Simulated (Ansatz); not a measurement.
# ClGeH5O2Si: the cost of one run

Program: Ansatz 0.2.0, Gaussian basis. Level of theory: functionals in def2-TZVPP, the program's frozen cores in correlated methods. These are calculated values, not measurements.

Plan: PBE-D4, r2SCAN-D4, PBE0-D4, B3LYP-D4, ωB97X-V, ωB97M-V, B2PLYP; CCSD(T)/def2-TZVPP; MP2/def2-QZVPP; extrapolation to the limit.

## (1) Structure used throughout

The geometry comes from an earlier relaxation with PBE0-D4 in a triple-zeta def2 set; it is a stationary point, not always the lowest conformer.

10 atoms, charge 0, spin multiplicity 1.

Atoms are counted from 1 here; the program's logs count them from 0.

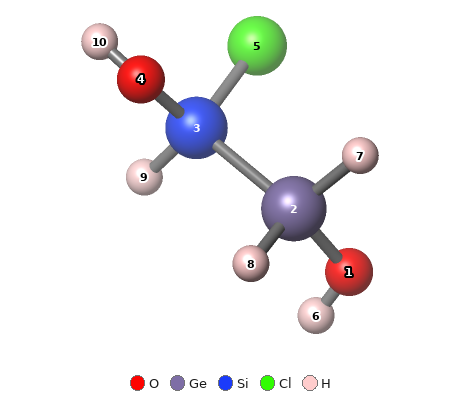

The structure; oxygen red, germanium purple, silicon blue, chlorine green, hydrogen pink; atoms are numbered from 1 in the order of the file.

## (2) PBE-D4 (GGA)

Contents of in.yaml:

```yaml
crystal:
  periodic: [false, false, false]
  atoms:
    - {symbol: O, position_ang: [-1.931950, -1.387110, 0.677332]}
    - {symbol: Ge, position_ang: [-1.064434, 0.176968, 0.723934]}
    - {symbol: Si, position_ang: [0.966106, -0.027145, -0.518458]}
    - {symbol: O, position_ang: [1.626817, 1.471054, -0.586207]}
    - {symbol: Cl, position_ang: [2.236004, -1.344296, 0.430767]}
    - {symbol: H, position_ang: [-2.304295, -1.576636, -0.186203]}
    - {symbol: H, position_ang: [-0.806007, 0.422849, 2.215182]}
    - {symbol: H, position_ang: [-1.971096, 1.281562, 0.137211]}
    - {symbol: H, position_ang: [0.771077, -0.597557, -1.877882]}
    - {symbol: H, position_ang: [2.477789, 1.580311, -1.015686]}
basis:
  gaussian: {orbitals: def2-TZVPP}
hamiltonian: {xc: pbe, dispersion: d4}
output: {forces: true, orbitals: {seedname: orbitals}}
```

On the command line:

```console
$ ansatz run in.yaml --threads 2 --pin off --events-out ev --progress --plain --max-ram 22528MiB --backend cpu
```

What time and memory should one allow on 2 threads of AMD EPYC 7R13, shared host?

About 4.4 s, with a peak of 0.44 GiB.
